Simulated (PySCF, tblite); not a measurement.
**C5H13BSSi: geometry, infrared bands and NMR shifts**

Wanted: the infrared bands and NMR shifts of C5H13BSSi (`CBC1([SiH2]SC)CC1`), by calculation.

Programs: tblite 0.8.0 and PySCF 2.14.0, with density-fitted response routines of our own. Each step states its level of theory. These are calculated values for one molecule in the gas phase, unless marked as measured. Atoms count from 0, in the outputs and in this text.

### 1 Starting geometry

21 atoms, charge 0, multiplicity 1; geometry from: force field or distance geometry start.

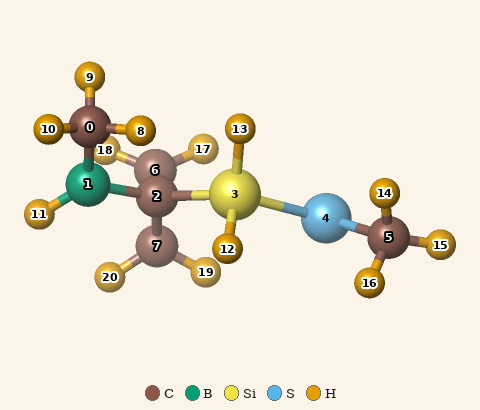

As it starts; carbon brown, boron teal, silicon yellow, sulfur blue, hydrogen amber, atoms numbered.

### 2 Relaxing the molecule with GFN2-xTB

Job settings and geometry (Å):

```
{"job": {"kind": "relax", "xc": "GFN2-xTB", "basis": "xTB"}, "charge": 0, "multiplicity": 1}
C     -2.434800     1.425800     0.602900
B     -2.114500    -0.089800     0.760200
C     -0.789000    -0.617900     0.032200
Si     0.654300     0.500700     0.217500
S      2.460400    -0.298600    -0.640500
C      3.767600     0.724700     0.100000
C     -1.031800    -1.419800    -1.209500
C     -0.491000    -2.087300     0.027000
H     -1.463800     1.967300     0.697300
H     -2.781900     1.579600    -0.443500
H     -3.152600     1.831500     1.337300
H     -2.818700    -0.917800     1.219100
H      0.906800     0.662000     1.684600
H      0.334500     1.822700    -0.314500
H      3.421500     1.785800    -0.056200
H      4.760300     0.549300    -0.312900
H      3.735900     0.580700     1.215800
H     -0.303000    -1.334400    -2.047900
H     -2.095700    -1.648000    -1.443300
H      0.575400    -2.347400     0.018700
H     -1.148600    -2.652100     0.710100
```

On the command line:

```
OMP_NUM_THREADS=1 python probes_run.py task.json out
```

The driver reads the jobs from task.json and runs them one after another.

The program printed:

```text
step      E/eV     max force
  0    -639.59529    2.150
  1    -639.81335    0.870
  2    -639.91535    0.604
  3    -639.96162    0.465
  4    -639.99760    0.398
  5    -640.01811    0.359
  6    -640.04127    0.330
  7    -640.05989    0.341
  8    -640.07827    0.293
  9    -640.09191    0.231
 10    -640.10039    0.204
 11    -640.10477    0.134
 12    -640.10785    0.136
 13    -640.11096    0.129
 14    -640.11404    0.152
 15    -640.11708    0.134
 16    -640.12038    0.122
 17    -640.12410    0.149
 18    -640.12769    0.147
 19    -640.13050    0.117
 20    -640.13264    0.113
 21    -640.13479    0.133
 22    -640.13738    0.138
 23    -640.14004    0.130
 24    -640.14227    0.135
 25    -640.14417    0.135
 26    -640.14619    0.100
 27    -640.14843    0.134
 28    -640.15031    0.113
 29    -640.15148    0.063
 30    -640.15234    0.064
 31    -640.15337    0.100
 32    -640.15467    0.134
 33    -640.15598    0.108
 34    -640.15709    0.073
 35    -640.15823    0.104
 36    -640.15996    0.143
 37    -640.16275    0.218
 38    -640.16634    0.231
 39    -640.16947    0.160
 40    -640.17160    0.092
 41    -640.17312    0.128
 42    -640.17455    0.128
 43    -640.17598    0.096
 44    -640.17703    0.061
 45    -640.17769    0.053
 46    -640.17824    0.060
 47    -640.17887    0.081
 48    -640.17966    0.079
 49    -640.18053    0.063
 50    -640.18131    0.060
 51    -640.18184    0.049
 52    -640.18229    0.049
 53    -640.18286    0.061
 54    -640.18361    0.057
 55    -640.18443    0.069
 56    -640.18514    0.053
 57    -640.18576    0.051
 58    -640.18640    0.053
 59    -640.18717    0.059
 60    -640.18805    0.065
 61    -640.18886    0.081
 62    -640.18962    0.087
 63    -640.19041    0.079
 64    -640.19166    0.057
 65    -640.19264    0.062
 66    -640.19348    0.065
 67    -640.19410    0.058
 68    -640.19467    0.049
 69    -640.19525    0.052
 70    -640.19586    0.056
 71    -640.19648    0.055
 72    -640.19709    0.056
 73    -640.19763    0.044
 74    -640.19809    0.051
 75    -640.19849    0.050
 76    -640.19900    0.064
 77    -640.19976    0.066
 78    -640.20091    0.063
 79    -640.20162    0.069
 80    -640.20242    0.057
 81    -640.20306    0.050
 82    -640.20367    0.047
 83    -640.20419    0.054
 84    -640.20456    0.064
 85    -640.20500    0.044
 86    -640.20540    0.037
 87    -640.20583    0.056
 88    -640.20623    0.072
 89    -640.20666    0.067
 90    -640.20696    0.042
 91    -640.20714    0.027
 92    -640.20726    0.029
 93    -640.20739    0.033
 94    -640.20753    0.033
 95    -640.20763    0.023
 96    -640.20770    0.018
 97    -640.20775    0.017
 98    -640.20780    0.020
 99    -640.20785    0.018
100    -640.20789    0.014
101    -640.20793    0.016
102    -640.20798    0.018
103    -640.20805    0.018
104    -640.20811    0.016
105    -640.20815    0.014
106    -640.20818    0.012
107    -640.20821    0.012
108    -640.20824    0.012
109    -640.20827    0.011
110    -640.20830    0.014
111    -640.20834    0.013
112    -640.20838    0.010
```

Run time: 0.85 s. Hardware: 1 thread of Arm Neoverse V2, shared host; peak memory 0.18 GiB.

The steps of the relaxation: (not every step is listed)

```
step  energy from step 0 (eV)  largest force (eV/Å)
   0                   0.0000                2.1503
   1                  -0.2181                0.8699
   2                  -0.3201                0.6040
   3                  -0.3663                0.4653
   4                  -0.4023                0.3981
   5                  -0.4228                0.3595
   6                  -0.4460                0.3301
   7                  -0.4646                0.3411
   8                  -0.4830                0.2929
  17                  -0.5288                0.1492
  26                  -0.5509                0.1000
  35                  -0.5629                0.1044
  44                  -0.5817                0.0612
  53                  -0.5876                0.0606
  62                  -0.5943                0.0866
  71                  -0.6012                0.0553
  80                  -0.6071                0.0571
  89                  -0.6114                0.0669
  98                  -0.6125                0.0199
 107                  -0.6129                0.0115
 108                  -0.6130                0.0118
 109                  -0.6130                0.0112
 110                  -0.6130                0.0136
 111                  -0.6131                0.0132
 112                  -0.6131                0.0101
```

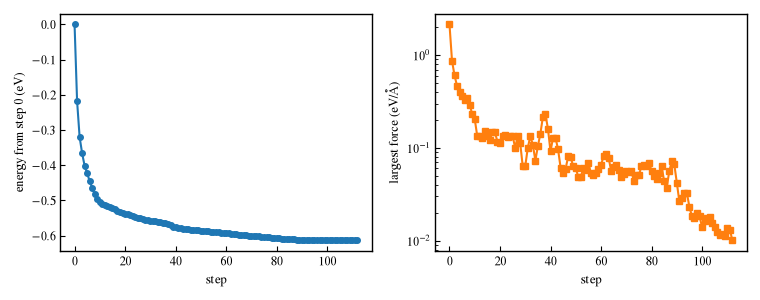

Energy and force, step by step.

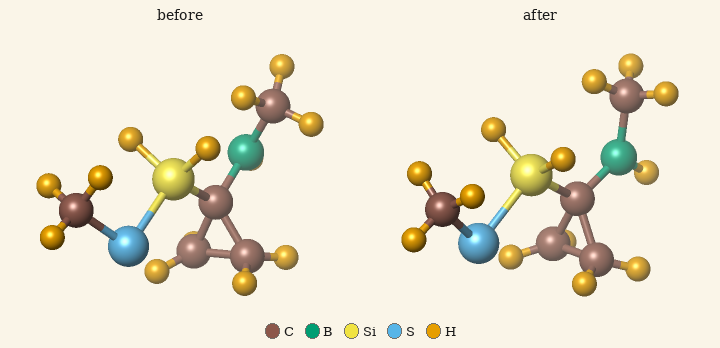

Before and after, at one scale.

Distances of close pairs at the start and the end, largest changes first:

```
  bond  before (Å)  after (Å)  change (Å)
 B1–C2       1.602      1.546      -0.055
C2–Si3       1.835      1.882      +0.046
C5–H14       1.127      1.085      -0.042
C5–H16       1.126      1.085      -0.040
C6–H17       1.114      1.080      -0.034
 C2–C6       1.498      1.532      +0.034
C6–H18       1.113      1.080      -0.033
 C6–C7       1.506      1.474      -0.032
```

The final coordinates are the input of the step that follows.

### 3 Harmonic vibrations with GFN2-xTB

Job settings and geometry (Å):

```
{"job": {"kind": "ir", "xc": "GFN2-xTB", "basis": "xTB"}, "charge": 0, "multiplicity": 1}
C     -2.471440     1.417351     0.899647
B     -2.218936    -0.045967     0.385102
C     -0.812060    -0.569506     0.013753
Si     0.689423     0.536213     0.265809
S      2.456135    -0.546395    -0.320049
C      3.682051     0.758906    -0.030441
C     -0.747537    -1.521636    -1.184296
C     -0.574727    -2.072489     0.171598
H     -1.576388     1.946520     1.215605
H     -2.917986     1.999028     0.091854
H     -3.192121     1.447569     1.715181
H     -3.142852    -0.758557     0.244577
H      0.893389     0.911194     1.669148
H      0.656595     1.735220    -0.578345
H      3.454783     1.617401    -0.654398
H      4.650170     0.350233    -0.299044
H      3.674566     1.041446     1.017468
H      0.118898    -1.457705    -1.825946
H     -1.669010    -1.719231    -1.712066
H      0.412589    -2.393290     0.469866
H     -1.374464    -2.659363     0.599210
```

The program printed:

```text
mode    cm-1     km/mol
  1      14.6      1.75
  2      40.1      7.59
  3      56.2      0.85
  4      64.1      0.13
  5      93.3      2.07
  6     117.1      0.22
  7     159.8      0.24
  8     194.9      0.58
  9     247.1      0.05
 10     277.9      0.09
 11     308.4      2.65
 12     376.3      0.93
 13     492.3     76.10
 14     498.5     56.98
 15     578.5      8.26
 16     604.8      2.35
 17     614.4     11.90
 18     721.2    334.39
 19     735.6     91.39
 20     775.6    204.72
 21     793.3      7.94
 22     827.0     82.18
 23     833.6     56.26
 24     878.9     28.33
 25     924.7     33.34
 26     949.2      0.21
 27     950.4      0.22
 28     959.4      4.98
 29    1000.2     11.53
 30    1026.5     45.00
 31    1058.8      7.50
 32    1070.0      0.36
 33    1143.7    133.13
 34    1151.4      0.10
 35    1235.8    159.10
 36    1324.9      9.23
 37    1329.0     69.77
 38    1385.2     41.12
 39    1439.3      1.29
 40    1457.0      3.84
 41    1461.5      7.24
 42    1480.6      3.58
 43    1484.9      1.58
 44    1495.2      0.74
 45    2215.5    393.17
 46    2236.9    134.75
 47    2595.0    169.11
 48    2991.0     19.94
 49    3021.3     29.24
 50    3031.5      8.30
 51    3034.1     13.22
 52    3042.0     49.24
 53    3060.9      2.39
 54    3077.7     12.68
 55    3078.3     14.36
 56    3080.4     20.50
 57    3096.2     72.60
```

Wall time 0.81 s (1 thread of Arm Neoverse V2, shared host); peak memory 0.18 GiB.

Which atoms move in the most intense modes:

```
cm⁻¹  km/mol                         atoms
 721   334.4  H12 35 %, H13 33 %, Si3 12 %
 736    91.4              C5 50 %, S4 25 %
 776   204.7            H13 46 %, H12 46 %
1144   133.1    H11 36 %, B1 23 %, C2 14 %
1236   159.1              C2 42 %, B1 27 %
2216   393.2            H12 50 %, H13 45 %
2237   134.8            H13 51 %, H12 47 %
2595   169.1                      H11 92 %
```

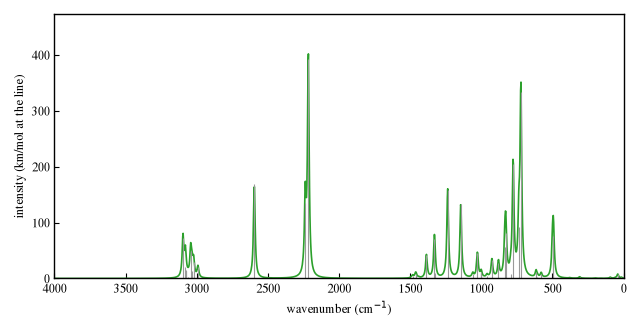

The infrared spectrum from these modes, unscaled. Lines are broadened to a width of 14 cm⁻¹ (Lorentzian).

### 4 NMR shieldings: PBE0/pcSseg-1

Same as in step 3 but for these lines:

```diff
@@ -1,2 +1,2 @@
-{"job": {"kind": "ir", "xc": "GFN2-xTB", "basis": "xTB"}, "charge": 0, "multiplicity": 1}
+{"job": {"kind": "nmr", "xc": "PBE0", "basis": "pcSseg-1"}, "charge": 0, "multiplicity": 1}
 C     -2.471440     1.417351     0.899647
```

Level: GIAO PBE0/pcSseg-1 NMR shielding, non-relativistic, gas phase.

The program printed:

```text
coarse grid: 17824 points
cycle   1  E = -910.1839384709  dE =  7.290e-01  |g| = 4.449e-01  |ddm| = 4.002e+00
cycle   2  E = -910.1791808789  dE =  4.758e-03  |g| = 4.766e-01  |ddm| = 9.536e-01
cycle   3  E = -910.2392144278  dE = -6.003e-02  |g| = 4.891e-02  |ddm| = 5.238e-01
cycle   4  E = -910.2396239071  dE = -4.095e-04  |g| = 2.645e-02  |ddm| = 6.528e-02
cycle   5  E = -910.2397934117  dE = -1.695e-04  |g| = 5.039e-03  |ddm| = 2.845e-02
cycle   6  E = -910.2397998698  dE = -6.458e-06  |g| = 1.472e-03  |ddm| = 7.201e-03
final grid: 160760 points
cycle   7  E = -910.2874866927  dE = -3.918e-05  |g| = 1.050e-02  |ddm| = 3.242e-02
cycle   8  E = -910.2874732123  dE =  1.348e-05  |g| = 1.280e-02  |ddm| = 1.970e-02
cycle   9  E = -910.2875146456  dE = -4.143e-05  |g| = 6.052e-04  |ddm| = 1.102e-02
cycle  10  E = -910.2875147274  dE = -8.174e-08  |g| = 2.064e-04  |ddm| = 6.694e-04
cycle  11  E = -910.2875147376  dE = -1.021e-08  |g| = 3.806e-05  |ddm| = 1.769e-04
cycle  12  E = -910.2875147379  dE = -3.054e-10  |g| = 1.649e-05  |ddm| = 6.024e-05
converged SCF energy = -910.2875147379

GIAO shielding tensors (ppm)
atom      isotropic    diamagn.    paramagn.     s11        s22        s33       span
  0 C      171.761     254.186     -82.425    148.002    179.732    187.550     39.548
  1 B       14.691     189.785    -175.093    -62.567     -2.490    109.131    171.698
  2 C      176.926     258.866     -81.941    117.712    185.267    227.798    110.086
  3 Si     362.263     882.693    -520.430    307.474    359.805    419.509    112.035
  4 S      738.835    1061.457    -322.622    641.330    660.825    914.351    273.022
  5 C      174.535     250.598     -76.063    164.233    167.695    191.679     27.446
  6 C      171.384     252.292     -80.908    142.501    176.997    194.653     52.152
  7 C      170.640     253.331     -82.692    140.500    176.599    194.821     54.321
  8 H       30.521      33.725      -3.204     25.738     31.942     33.882      8.144
  9 H       30.960      29.649       1.311     26.867     28.968     37.045     10.177
 10 H       30.447      28.442       2.005     26.761     27.808     36.771     10.009
 11 H       25.073      31.050      -5.977     19.607     26.248     29.365      9.758
 12 H       26.537      31.903      -5.366     22.344     25.850     31.415      9.071
 13 H       26.659      32.307      -5.648     22.553     26.005     31.419      8.866
 14 H       29.784      30.017      -0.233     23.800     27.717     37.835     14.035
 15 H       29.557      28.159       1.398     23.339     26.659     38.674     15.335
 16 H       29.760      29.704       0.056     23.778     27.606     37.897     14.119
 17 H       30.306      32.385      -2.079     22.648     30.216     38.053     15.405
 18 H       30.629      31.593      -0.964     24.397     26.577     40.912     16.515
 19 H       30.297      32.478      -2.182     22.470     30.376     38.044     15.574
 20 H       30.572      31.586      -1.014     24.255     26.497     40.965     16.709
```

Wall time 31 s (1 thread of Arm Neoverse V2, shared host); peak memory 0.96 GiB.

Shifts follow as δ = σ(reference) − σ, with reference shieldings (ppm) from runs at the same level and on the same kind of geometry: ¹H TMS 31.72, ¹³C TMS 186.9, ²⁹Si TMS 349.2, ¹¹B BF3·OEt2 100.1, ³³S CS2 504. The references are single molecules in the gas phase. Atoms listed in one row are averaged.

```
        atoms                               environment  σ (ppm)  δ (ppm)  δ scaled to CDCl3
       C6, C7                three-membered-ring carbon    171.0     15.9               13.6
           C0                 methyl carbon bonded to B    171.8     15.2               12.9
           C5                 methyl carbon bonded to S    174.5     12.4                5.8
           C2                three-membered-ring carbon    176.9     10.0                7.8
          H11         hydrogen on a boron bonded to 2 C    25.07     6.64                  –
     H12, H13      hydrogen on a silicon bonded to C, S    26.60     5.12                  –
H14, H15, H16   hydrogen on a methyl carbon bonded to S    29.70     2.02               2.01
     H17, H19  hydrogen on a three-membered-ring carbon    30.30     1.42               1.44
     H18, H20  hydrogen on a three-membered-ring carbon    30.60     1.12               1.16
  H8, H9, H10   hydrogen on a methyl carbon bonded to B    30.64     1.07               1.12
           B1                    boron bonded to 2 C, H     14.7     85.4                  –
          Si3               silicon bonded to C, S, 2 H    362.3    -13.1                  –
           S4                    sulfur bonded to C, Si      739     -235                  –
```

The scaled column applies a straight-line fit of computed shieldings to shifts measured in CDCl3, with any fitted terms for Cl, Br or S neighbours (root-mean-square error 0.16 ppm for H, 1.9 ppm for C).

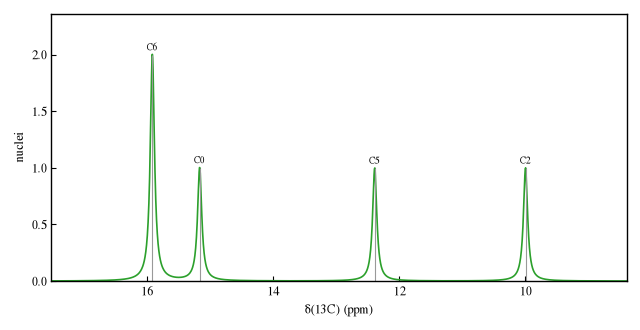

¹³C lines at the computed shifts, without couplings. Lines are broadened to a width of 0.08 ppm (Lorentzian).

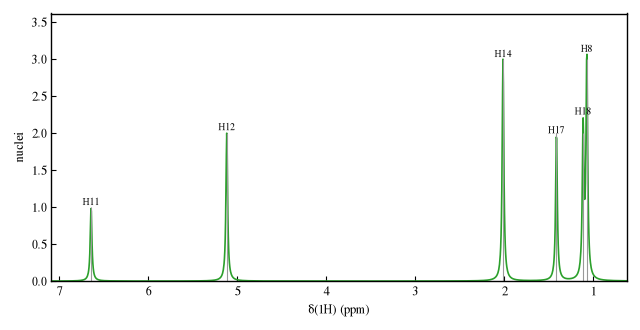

¹H lines at the computed shifts, without couplings. Lines are broadened to a width of 0.02 ppm (Lorentzian).

The run also stored atomic charges by several schemes (e):

```
 atoms  Mulliken    IAO  Hirshfeld  ESP fit
    C0     -0.56  -0.57      -0.19    -0.69
    B1      0.43   0.18       0.17     0.57
    C2     -0.82  -0.39      -0.15    -0.28
   Si3      0.65   0.68       0.30     0.30
    S4     -0.36  -0.20      -0.10    -0.23
    C5     -0.38  -0.50      -0.11    -0.48
C6, C7     -0.15  -0.25      -0.07    -0.19
```

ESP fit charges:

C0 -0.69; B1 0.57; C2 -0.28; Si3 0.30; S4 -0.23; C5 -0.48; C6 -0.19; C7 -0.19; H8 0.15; H9 0.17; H10 0.16; H11 -0.17; H12 -0.06; H13 -0.06; H14 0.17; H15 0.21; H16 0.17; H17 0.11; H18 0.11; H19 0.11; H20 0.11

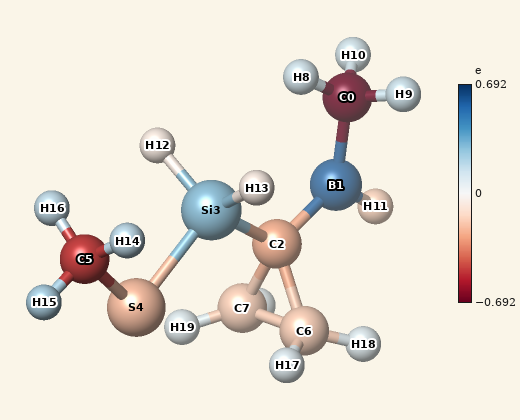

ESP fit charges, as colours on the atoms.

Mayer bond orders: C0–B1 1.04, B1–C2 0.97, C2–Si3 0.87, Si3–S4 0.94, S4–C5 1.00, C2–C6 0.90, C6–C7 0.98, C7–C2 0.91.

Ring of atoms C2, C6, C7: NICS(0) -44.8, NICS(1) -8.2, NICS(1)zz -27.6 ppm (means of both faces; NICS(1) differs between them: -9.2 and -7.1).

In rings of three or four atoms NICS is ruled by the nearby σ bonds, so it says little on aromaticity.

### 5 What came out

| quantity | value |
| --- | --- |
| strongest single infrared mode (GFN2-xTB) | 2216 cm⁻¹, 393 km/mol |
| zero-point energy (GFN2-xTB) | 103.2 kcal/mol |
| ¹³C shifts against TMS (PBE0/pcSseg-1, means over atoms taken as alike) | 15.9, 15.2, 12.4, 10.0 ppm |
| ¹H shifts against TMS (PBE0/pcSseg-1, means over atoms taken as alike) | 6.64, 5.12, 2.02, 1.42, 1.12, 1.07 ppm |
| ¹¹B shifts against BF3·OEt2 (PBE0/pcSseg-1) | 85.4 ppm |
| ²⁹Si shifts against TMS (PBE0/pcSseg-1) | -13.1 ppm |
| ³³S shifts against CS2 (PBE0/pcSseg-1) | -235 ppm |

What this shows: Relaxing lowered the energy by 0.613 eV in 112 steps; the close pair that moved most is B1–C2, from 1.602 to 1.546 Å. All 57 modes are real, so the xTB geometry is a minimum. The strongest single mode, at 2216 cm⁻¹, moves mainly H12 and H13. Unscaled tight-binding wavenumbers are off by several per cent, some by more. Its intensities can rank the bands wrongly. At PBE0/pcSseg-1: The largest span, 273 ppm, is at S4, where the paramagnetic term is -323 ppm.
